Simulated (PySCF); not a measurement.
# 4-Methyloxazole: geometry, NMR shifts, spin-spin couplings and electronic excitations, part 1 of 2

What NMR shifts, spin-spin couplings and electronic excitations should 4-Methyloxazole (`Cc1cocn1`) show?

The runs use PySCF 2.14.0, with density-fitted response routines of our own; the level of theory stands in each step. All values are computed, except where a source is named. Atoms are numbered from 0 throughout.

## (1) The molecule as given

11 atoms, charge 0, multiplicity 1; geometry from: MMFF94s. The atoms were then displaced at random by about 0.03 Å, so the start is not that level's minimum.

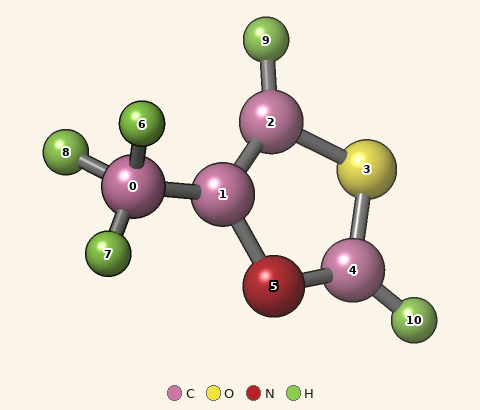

As it starts; carbon pink, oxygen yellow, nitrogen red, hydrogen green, atoms numbered; sticks join atoms by distance.

## (2) Optimising the geometry at PBE0-D3(BJ)/def2-SVP

The job: settings as JSON, then the geometry in Å.

```
{"job": {"xc": "PBE0", "basis": "def2-SVP", "d3": "d3bj", "grid": 1, "shake": 0.03, "kind": "geom"}, "charge": 0, "multiplicity": 1}
C     -1.614890    -0.193160     0.100470
C     -0.220630    -0.065380    -0.000350
C      0.562900     1.038630     0.056760
O      2.009830     0.624290    -0.054950
C      1.781090    -0.750030    -0.224020
N      0.545490    -1.170570    -0.177460
H     -1.994200     0.247500     1.058440
H     -1.984690    -1.128620    -0.045610
H     -2.137110     0.509050    -0.640740
H      0.470070     2.100220     0.244050
H      2.680190    -1.297420    -0.285690
```

The run is started by

```sh
> OMP_NUM_THREADS=1 python probes_run.py task.json out
```

One launch serves the whole session: the jobs run in the order shown.

Output:

```text
step   0  E = -284.83206039  max force = 0.101356
step   1  E = -284.85950234  max force = 0.028116
step   2  E = -284.86224292  max force = 0.022644
step   3  E = -284.86617578  max force = 0.009692
step   4  E = -284.86590951  max force = 0.009840
step   5  E = -284.86674475  max force = 0.002193
step   6  E = -284.86678600  max force = 0.002109
step   7  E = -284.86680910  max force = 0.001085
step   8  E = -284.86681720  max force = 0.000172
optimisation converged
```

Wall time 19 s (1 thread of AMD EPYC 9B45, shared host); peak memory 0.44 GiB.

The steps of the relaxation: (the energy doesn't fall at every step)

```
step  energy from step 0 (eV)  largest force component (eV/Å)
   0                   0.0000                          5.2119
   1                  -0.7467                          1.4458
   2                  -0.8213                          1.1644
   3                  -0.9283                          0.4984
   4                  -0.9211                          0.5060
   5                  -0.9438                          0.1128
   6                  -0.9449                          0.1084
   7                  -0.9456                          0.0558
   8                  -0.9458                          0.0088
```

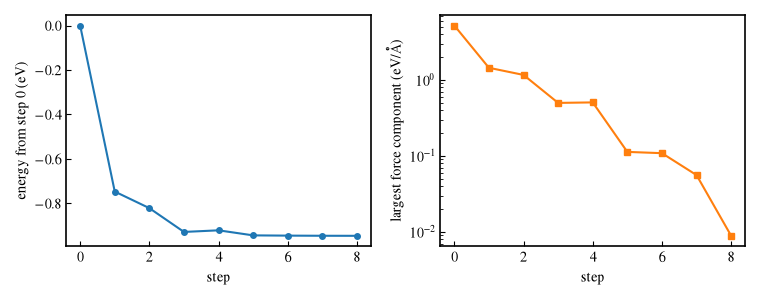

Energy and force, step by step.

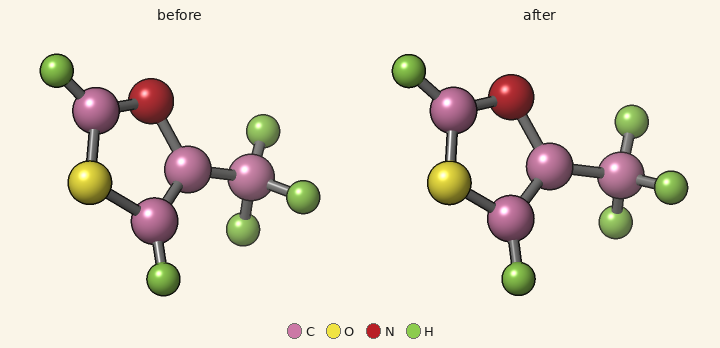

Before and after, at one scale.

Close pairs (by a distance rule), those that changed most:

```
  bond  before (Å)  after (Å)  change (Å)
 C2–O3       1.509      1.357      -0.152
 C0–C1       1.404      1.490      +0.087
 C0–H7       1.016      1.098      +0.081
 O3–C4       1.403      1.340      -0.064
 C0–H8       1.147      1.100      -0.047
C4–H10       1.054      1.089      +0.034
 C1–N5       1.356      1.384      +0.028
 C0–H6       1.121      1.101      -0.020
```

The end geometry stands in the next job.

```
                         at the end point                value
  point group (found at 0.08 Å tolerance)                   C1
rotational constants (GHz, main isotopes)  9.360, 3.543, 2.613
                        dipole moment (D)                 1.40
```

## (3) Nuclear shieldings: PBE0/pcSseg-1

The job: settings as JSON, then the geometry in Å.

```
{"job": {"kind": "nmr", "xc": "PBE0", "basis": "pcSseg-1"}, "charge": 0, "multiplicity": 1}
C     -1.659200    -0.150329     0.256200
C     -0.189888    -0.046760     0.029749
C      0.616608     1.051303    -0.031500
O      1.886976     0.629775    -0.253798
C      1.796887    -0.705272    -0.318305
N      0.602278    -1.166039    -0.159526
H     -1.941432     0.183964     1.266506
H     -1.963155    -1.199327     0.147647
H     -2.228540     0.452465    -0.466964
H      0.459071     2.122273     0.056091
H      2.718445    -1.257543    -0.495197
```

With the program's defaults for keys left out, this is: GIAO PBE0/pcSseg-1 NMR shielding, non-relativistic, gas phase.

Output:

```text
coarse grid: 9592 points
cycle   1  E = -284.9425080538  dE =  1.110e+00  |g| = 4.688e-01  |ddm| = 3.069e+00
cycle   2  E = -284.9094619705  dE =  3.305e-02  |g| = 6.386e-01  |ddm| = 7.960e-01
cycle   3  E = -284.9888992852  dE = -7.944e-02  |g| = 6.706e-02  |ddm| = 4.370e-01
cycle   4  E = -284.9895856678  dE = -6.864e-04  |g| = 3.675e-02  |ddm| = 6.234e-02
cycle   5  E = -284.9898401828  dE = -2.545e-04  |g| = 1.347e-02  |ddm| = 3.236e-02
cycle   6  E = -284.9898731281  dE = -3.295e-05  |g| = 3.973e-03  |ddm| = 1.125e-02
cycle   7  E = -284.9898765044  dE = -3.376e-06  |g| = 9.736e-04  |ddm| = 3.337e-03
final grid: 93896 points
cycle   8  E = -285.0350774783  dE = -1.595e-05  |g| = 1.124e-02  |ddm| = 2.471e-02
cycle   9  E = -285.0350234709  dE =  5.401e-05  |g| = 2.010e-02  |ddm| = 1.928e-02
cycle  10  E = -285.0351007495  dE = -7.728e-05  |g| = 2.320e-03  |ddm| = 1.365e-02
cycle  11  E = -285.0351019819  dE = -1.232e-06  |g| = 3.621e-04  |ddm| = 1.867e-03
cycle  12  E = -285.0351020051  dE = -2.317e-08  |g| = 1.084e-04  |ddm| = 3.168e-04
cycle  13  E = -285.0351020077  dE = -2.570e-09  |g| = 2.048e-05  |ddm| = 1.017e-04
cycle  14  E = -285.0351020077  dE = -7.196e-11  |g| = 8.810e-06  |ddm| = 1.834e-05
converged SCF energy = -285.0351020077

GIAO shielding tensors (ppm)
atom      isotropic    diamagn.    paramagn.     s11        s22        s33       span
  0 C      171.401     245.609     -74.208    161.474    162.341    190.390     28.916
  1 C       42.209     257.608    -215.399    -40.760     43.573    123.815    164.575
  2 C       44.728     256.683    -211.955    -37.174     57.729    113.629    150.803
  3 O        3.030     398.562    -395.532   -147.879    -48.278    205.249    353.128
  4 C       31.728     254.674    -222.946    -42.949     48.749     89.385    132.334
  5 N      -39.803     328.146    -367.949   -226.404   -100.388    207.381    433.786
  6 H       28.939      28.083       0.856     24.645     26.987     35.185     10.539
  7 H       28.805      28.150       0.656     23.942     27.921     34.552     10.610
  8 H       28.966      28.244       0.723     24.491     27.346     35.062     10.572
  9 H       23.840      31.856      -8.016     21.467     23.789     26.266      4.799
 10 H       23.794      28.643      -4.849     20.085     24.577     26.720      6.635
```

It took 7.4 s on 1 thread of AMD EPYC 9B45, shared host; peak memory 0.57 GiB.

Shifts follow as δ = σ(reference) − σ, with reference shieldings (ppm) from runs at the same level and on the same kind of geometry: 1H TMS 31.27, 13C TMS 184.4, 15N NH3 265.7, 17O H2O 334.6. The references are single molecules in the gas phase, so shifts against H2O, NH3, PH3, H3PO4 or CFCl3 are not on the usual liquid scales and can be off by tens of ppm. Atoms listed in one row are averaged.

```
     atoms                                              environment  σ (ppm)  δ (ppm)  δ scaled to CDCl3
        C4                 aromatic CH between two ring heteroatoms     31.7    152.7              147.7
        C1      substituted aromatic carbon next to a ring nitrogen     42.2    142.2              137.6
        C2                      aromatic CH next to the ring oxygen     44.7    139.7              135.1
        C0                        methyl carbon on an aromatic ring    171.4     13.0               12.1
       H10  hydrogen on an aromatic CH between two ring heteroatoms    23.79     7.47               7.30
        H9       hydrogen on an aromatic CH next to the ring oxygen    23.84     7.43               7.25
H6, H7, H8          hydrogen on a methyl carbon on an aromatic ring    28.90     2.36               2.46
        O3                                     aromatic ring oxygen      3.0    331.5                  –
        N5                       pyridine-type nitrogen of an azole    -39.8    305.5                  –
```

The scaled column applies a straight-line fit of computed shieldings to shifts measured in CDCl3 (root-mean-square error 0.21 ppm for H, 2.0 ppm for C).

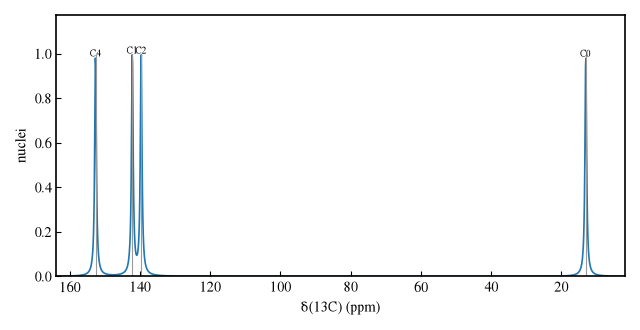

13C lines at the computed shifts, without couplings. Lines are broadened to a width of 0.56 ppm (Lorentzian).

Charges from the same density, by scheme (e):

```
atoms  Mulliken    IAO  Hirshfeld  ESP fit
   C0     -0.17  -0.43      -0.11    -0.50
   C1     -0.13   0.06       0.02     0.51
   C2      0.11  -0.04      -0.01    -0.28
   O3     -0.36  -0.24      -0.07    -0.21
   C4      0.31   0.15       0.08     0.36
   N5     -0.40  -0.32      -0.20    -0.62
```

IAO charges:

```
atom  value (e)
  C0      -0.43
  C1       0.06
  C2      -0.04
  O3      -0.24
  C4       0.15
  N5      -0.32
  H6       0.15
  H7       0.17
  H8       0.15
  H9       0.17
 H10       0.18
```

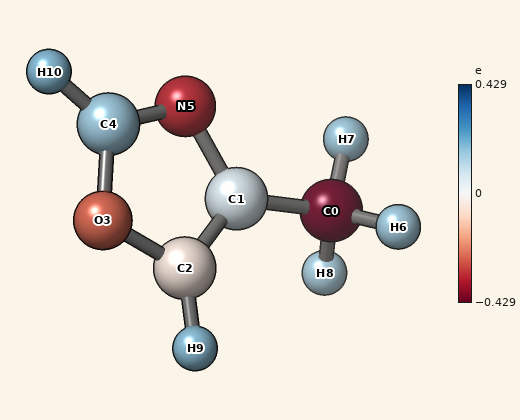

IAO charges, as colours on the atoms.

Mayer bond orders: C0–C1 1.05, C1–C2 1.61, C2–O3 1.03, O3–C4 1.12, C4–N5 1.70, N5–C1 1.27.

Ring of atoms C1, C2, O3, C4, N5: NICS(0) -11.8, NICS(1) -10.6, NICS(1)zz -27.9 ppm (means of both faces).

The fields below are evaluated on a grid from the run's orbitals.

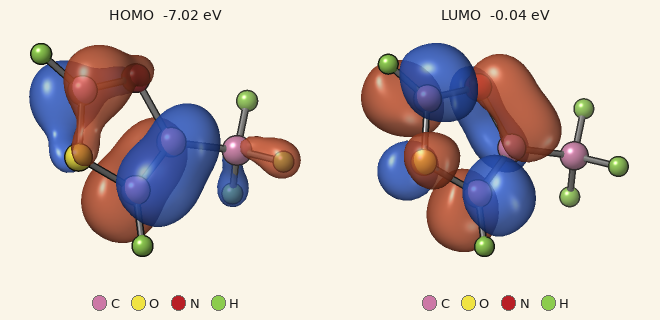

PBE0/pcSseg-1 orbitals near the gap, drawn at the value that encloses 70 % of each; the two colours are the two signs.

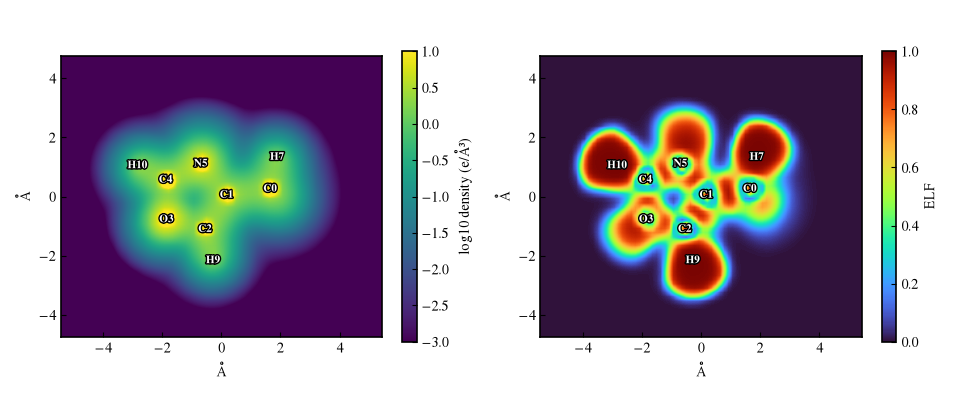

Density (left) and ELF (right) in a plane through or near 9 of the atoms.

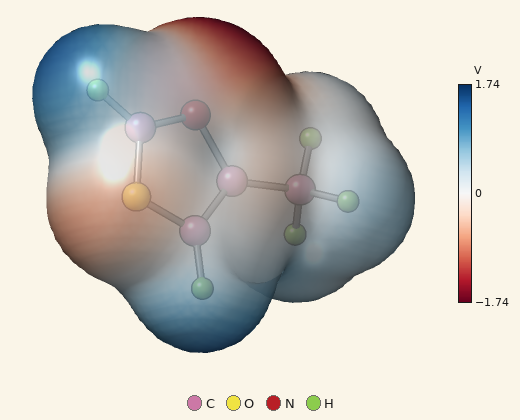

Electrostatic potential on the surface of density 0.002 e/bohr³; red is low, blue high. It runs, from the 1st to the 99th percentile, from -1.74 V near N5 to 1.32 V near H9.

(Continued in part 2 of 2.)
